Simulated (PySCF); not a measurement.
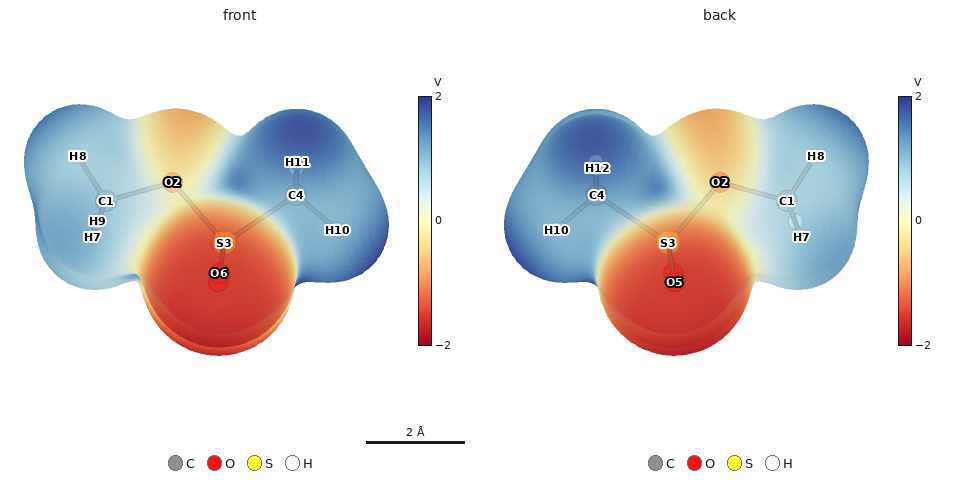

C$_{2}$H$_{6}$O$_{3}$S. The molecular electrostatic potential painted on the density surface at 0.004 e/bohr³, seen from the front and from behind; red is negative and blue positive.

Geometry: PBE0-D3(BJ)/def2-SVP.

Theory: PBE0/pcSseg-1, SCF density, gas phase, non-relativistic in PySCF.

Input

```
{"job": {"kind": "nmr", "xc": "PBE0", "basis": "pcSseg-1"}, "charge": 0, "multiplicity": 1}
C      1.846711     0.341599    -0.742519
O      0.615098     0.621871    -0.085523
S     -0.423730    -0.631162    -0.019741
C     -1.767049     0.246478     0.717098
O      0.088631    -1.617868     0.911707
O     -0.769363    -1.022641    -1.373728
H      2.368577    -0.493655    -0.250215
H      2.449800     1.253319    -0.656678
H      1.675567     0.102669    -1.803105
H     -2.578466    -0.483931     0.829092
H     -2.062704     1.059775     0.044514
H     -1.442962     0.622718     1.694240
```

Launched as:

```sh
OMP_NUM_THREADS=1 python probes_run.py task.json out
```

Q: Which sites attract a positive test charge, and which a negative one?

A: A positive charge is drawn to the negative regions and a negative charge to the positive ones. The most negative region (about −1.7 V, or −39 kcal/mol for a unit charge) lies over O5 and O6, the most positive (about +1.9 V, or +44 kcal/mol for a unit charge) over S3, H10, H11 and H12.

Q: How polar is the molecule by this calculation?

A: Its dipole moment is 2.99 D.
